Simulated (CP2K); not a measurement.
**IPEA1-xTB run of C3H2F3N (SMILES N#CCC(F)(F)F)**

Aim: the energy change on altering one bond length of C3H2F3N at IPEA1-xTB, from 2 runs. 

Program for the calculation: CP2K 2026.2.

4 further runs of the same task are left out: 4 set aside as unsound or not needed.

### Step 1. The structure to begin with

The species is C3H2F3N (9 atoms), meant as a singlet with charge 0. SMILES: `N#CCC(F)(F)F`. The coordinates come from a GFN2-xTB relaxation.

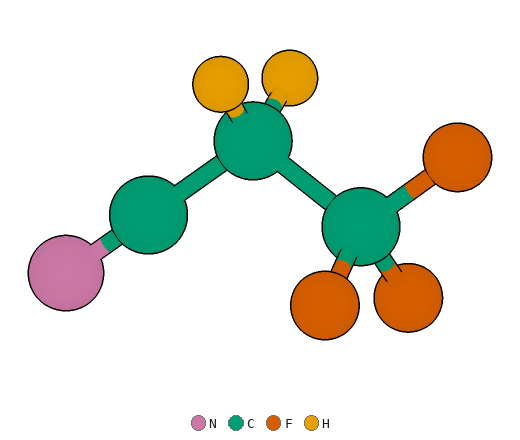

The structure, seen from a chosen angle (nitrogen pink, carbon teal, fluorine orange, hydrogen amber).

### Step 2. Energy and forces at IPEA1-xTB

gas.inp

```
&GLOBAL
    PROJECT gas
    RUN_TYPE ENERGY_FORCE
    PRINT_LEVEL MEDIUM
&END GLOBAL

&FORCE_EVAL
    METHOD Quickstep
    &DFT
        &QS
            METHOD XTB
            EPS_DEFAULT 1.0E-10
            &XTB
                GFN_TYPE TBLITE
                &TBLITE
                    METHOD IPEA1
                &END TBLITE
                CHECK_ATOMIC_CHARGES F
            &END XTB
        &END QS
        &POISSON
            PERIODIC NONE
            POISSON_SOLVER ANALYTIC
        &END POISSON
        ! SCF settings
        &SCF
            SCF_GUESS ATOMIC
            EPS_SCF 1.0E-06
            MAX_SCF 150
            ADDED_MOS 2
            &DIAGONALIZATION
                ALGORITHM STANDARD
            &END DIAGONALIZATION
            &MIXING
                METHOD DIRECT_P_MIXING
                ALPHA 0.4
            &END MIXING
            &SMEAR ON
                METHOD FERMI_DIRAC
                ELECTRONIC_TEMPERATURE [K] 300
            &END SMEAR
        &END SCF
        &PRINT
            &MOMENTS
                PERIODIC F
                REFERENCE COM
                MAX_MOMENT 1
            &END MOMENTS
            &MO ON
                ENERGIES T
                OCCUPATION_NUMBERS T
                NDIGITS 6
                &EACH
                    QS_SCF 0
                &END EACH
                ADD_LAST NUMERIC
            &END MO
            &HIRSHFELD OFF
            &END HIRSHFELD
        &END PRINT
    &END DFT
    &SUBSYS
        &CELL
            ABC 18.2 20.4 19
            PERIODIC NONE
        &END CELL
        &COORD
            N      0.974600    -2.423650    -0.140440
            C      0.496110    -1.445930     0.198830
            C     -0.111140    -0.207100     0.632430
            C     -0.158180     0.806740    -0.506180
            F     -0.876210     0.374040    -1.545390
            F     -0.720900     1.953070    -0.096030
            F      1.058610     1.116510    -0.963800
            H     -1.134600    -0.395830     0.968110
            H      0.471700     0.222150     1.452470
        &END COORD
        &TOPOLOGY
            &CENTER_COORDINATES
            &END CENTER_COORDINATES
        &END TOPOLOGY
    &END SUBSYS
    &PRINT
        &FORCES ON
        &END FORCES
    &END PRINT
&END FORCE_EVAL
```

Command:

```
$ OMP_NUM_THREADS=1 cp2k.psmp -i gas.inp -o gas.out
```

The program printed:

```text
CP2K| version string:                                       CP2K version 2026.2
[...]
 GLOBAL| Method name                                                        CP2K
[...]
 GLOBAL| Run type                                                   ENERGY_FORCE
[...]
                             - Atoms:                                          9
[...]
                             - Spherical basis functions:                     39
[...]
 Number of electrons:                                                         40
[...]
  *** SCF run converged in    19 steps ***
[...]
  Fermi energy:                                                -0.29646556805808
[...]
 TB_DIPOLE| Moment [Debye]         -0.98393518       0.75245768       2.28644816
 TB_DIPOLE| Derivative [a.u.]       0.00000000       0.00000000       0.00000000
[...]
 ENERGY| Total FORCE_EVAL ( QS ) energy [hartree]            -28.352301637248139
 FORCES| Atomic forces [hartree/bohr]
 FORCES|   Atom     x               y               z               |f|
 FORCES|      1  1.29660919E-03 -2.50687249E-03 -1.12280274E-03   3.03748104E-03
 FORCES|      2 -2.43621527E-03  6.35999324E-03  1.37512270E-05   6.81064225E-03
 FORCES|      3  1.23432117E-03 -1.18630993E-03 -1.95080897E-03   2.59548370E-03
 FORCES|      4  3.00912125E-04  4.93295832E-04  3.43584827E-04   6.72264396E-04
 FORCES|      5 -3.66627860E-03 -8.06613121E-03 -3.34802782E-03   9.47171377E-03
 FORCES|      6 -5.04263834E-03  7.57629601E-03  6.97439908E-03   1.14660676E-02
 FORCES|      7  8.35329784E-03 -3.41117278E-03  6.21765610E-04   9.04435056E-03
 FORCES|      8  1.96397359E-03  1.15727706E-03 -8.41937085E-05   2.28113372E-03
 FORCES|      9 -2.00398170E-03 -4.16375731E-04 -1.44766750E-03   2.50700072E-03
 FORCES| Sum    -1.01915004E-16  3.27374846E-16 -3.59955121E-17
 FORCES| Total atomic force                                       3.44755906E-16
[...]
```

Run time: 1.1 s. Hardware: 1 thread of Intel Xeon 6975P-C (Granite Rapids), shared host; peak memory 0.19 GiB.

### Step 3. The distorted shape at the same level

molecule.inp

```
&GLOBAL
    PROJECT molecule
    RUN_TYPE ENERGY_FORCE
    PRINT_LEVEL MEDIUM
&END GLOBAL

&FORCE_EVAL
    METHOD QUICKSTEP
    &DFT
        &QS
            METHOD XTB
            EPS_DEFAULT 1.0E-10
            &XTB
                GFN_TYPE TBLITE
                &TBLITE
                    METHOD IPEA1
                &END TBLITE
                CHECK_ATOMIC_CHARGES F
            &END XTB
        &END QS
        &POISSON
            PERIODIC NONE
            POISSON_SOLVER ANALYTIC
        &END POISSON
        &SCF
            SCF_GUESS ATOMIC
            EPS_SCF 1.0E-06
            MAX_SCF 150
            ADDED_MOS 2
            &DIAGONALIZATION
                ALGORITHM STANDARD
            &END DIAGONALIZATION
            &MIXING
                METHOD DIRECT_P_MIXING
                ALPHA 0.4
            &END MIXING
            &SMEAR ON
                METHOD FERMI_DIRAC
                ELECTRONIC_TEMPERATURE [K] 300
            &END SMEAR
        &END SCF
        &PRINT
            &MOMENTS
                PERIODIC F
                REFERENCE COM
                MAX_MOMENT 1
            &END MOMENTS
            &MO ON
                ENERGIES T
                OCCUPATION_NUMBERS T
                NDIGITS 6
                &EACH
                    QS_SCF 0
                &END EACH
                ADD_LAST NUMERIC
            &END MO
            &HIRSHFELD OFF
            &END HIRSHFELD
        &END PRINT
    &END DFT
    &SUBSYS
        &CELL
            ABC 18.5 21.1 19
            PERIODIC NONE
        &END CELL
        &COORD
            N      1.338949    -3.166947    -0.400600
            C      0.860459    -2.189227    -0.061330
            C     -0.111140    -0.207100     0.632430
            C     -0.158180     0.806740    -0.506180
            F     -0.876210     0.374040    -1.545390
            F     -0.720900     1.953070    -0.096030
            F      1.058610     1.116510    -0.963800
            H     -1.134600    -0.395830     0.968110
            H      0.471700     0.222150     1.452470
        &END COORD
        &TOPOLOGY
            &CENTER_COORDINATES
            &END CENTER_COORDINATES
        &END TOPOLOGY
    &END SUBSYS
    &PRINT
        &FORCES ON
        &END FORCES
    &END PRINT
&END FORCE_EVAL
```

Command:

```
$ OMP_NUM_THREADS=1 cp2k.psmp molecule.inp > molecule.out
```

The program printed:

```text
CP2K| version string:                                       CP2K version 2026.2
[...]
 GLOBAL| Method name                                                        CP2K
[...]
 GLOBAL| Run type                                                   ENERGY_FORCE
[...]
                             - Atoms:                                          9
[...]
                             - Spherical basis functions:                     39
[...]
 Number of electrons:                                                         40
[...]
  *** SCF run converged in    18 steps ***
[...]
  Fermi energy:                                                -0.39284408313600
[...]
 TB_DIPOLE| Moment [Debye]         -1.00378442       0.81380295       2.27461251
 TB_DIPOLE| Derivative [a.u.]       0.00000000       0.00000000       0.00000000
[...]
 ENERGY| Total FORCE_EVAL ( QS ) energy [hartree]            -28.160725643325215
 FORCES| Atomic forces [hartree/bohr]
 FORCES|   Atom     x               y               z               |f|
 FORCES|      1 -1.15455653E-02  2.37509809E-02  7.97652857E-03   2.75868480E-02
 FORCES|      2 -3.32791289E-02  6.91578951E-02  2.21663008E-02   7.98852913E-02
 FORCES|      3  1.85146090E-02 -3.28971269E-02 -1.87707835E-02   4.21586766E-02
 FORCES|      4  9.67214957E-03 -2.27977427E-02 -1.06063846E-03   2.47873456E-02
 FORCES|      5 -4.83447046E-03 -6.62478710E-03 -5.16428260E-03   9.69173480E-03
 FORCES|      6 -4.36964037E-03  2.65030723E-03  1.10303969E-02   1.21567899E-02
 FORCES|      7  9.07015450E-03 -1.25094641E-03 -6.36268271E-04   9.17809386E-03
 FORCES|      8  1.17404956E-02 -1.46866460E-02 -6.67768596E-03   1.99531526E-02
 FORCES|      9  5.03139631E-03 -1.73019342E-02 -8.86356741E-03   2.00807048E-02
 FORCES| Sum     1.94289029E-16 -2.08166817E-16 -1.73472348E-16
 FORCES| Total atomic force                                       3.33428112E-16
[...]
```

It took 1 s on 1 thread of Intel Xeon 6975P-C (Granite Rapids), shared host; peak memory 0.19 GiB.

### Step 4. What came out

At IPEA1-xTB:

```
                                                         quantity         value
                                        first shape: total energy  -28.35230 Eh
           first shape: dipole moment (from atomic charges alone)        2.60 D
                                         first shape: HOMO energy     -14.30 eV
                                         first shape: LUMO energy      -7.19 eV
                                       first shape: HOMO–LUMO gap       7.12 eV
                            first shape: largest force on an atom    0.590 eV/Å
                                    distorted shape: total energy  -28.16073 Eh
       distorted shape: dipole moment (from atomic charges alone)        2.62 D
                                     distorted shape: HOMO energy     -13.49 eV
                                     distorted shape: LUMO energy      -9.81 eV
                                   distorted shape: HOMO–LUMO gap       3.68 eV
                        distorted shape: largest force on an atom    4.108 eV/Å
energy change with the C2–C3 bond stretched from 1.446 to 2.314 Å      5.213 eV
```

**Reading.** One bond (distorted shape) is far stretched, which a spin-restricted single reference describes badly. With the C2–C3 bond stretched from 1.446 to 2.314 Å the energy rises by 5.21 eV (120 kcal/mol). The first shape isn't relaxed at this level, so the change isn't measured from a minimum. A restricted reference can't describe the breaking bond well at this length. The largest force (first shape) is 0.59 eV/Å: the shape isn't a stationary point for this species at this level. The dipole (first shape) comes from point charges on the atoms alone, without atomic dipoles, so it is partial. The dipole (distorted shape) comes from point charges on the atoms alone, without atomic dipoles, so it is partial.
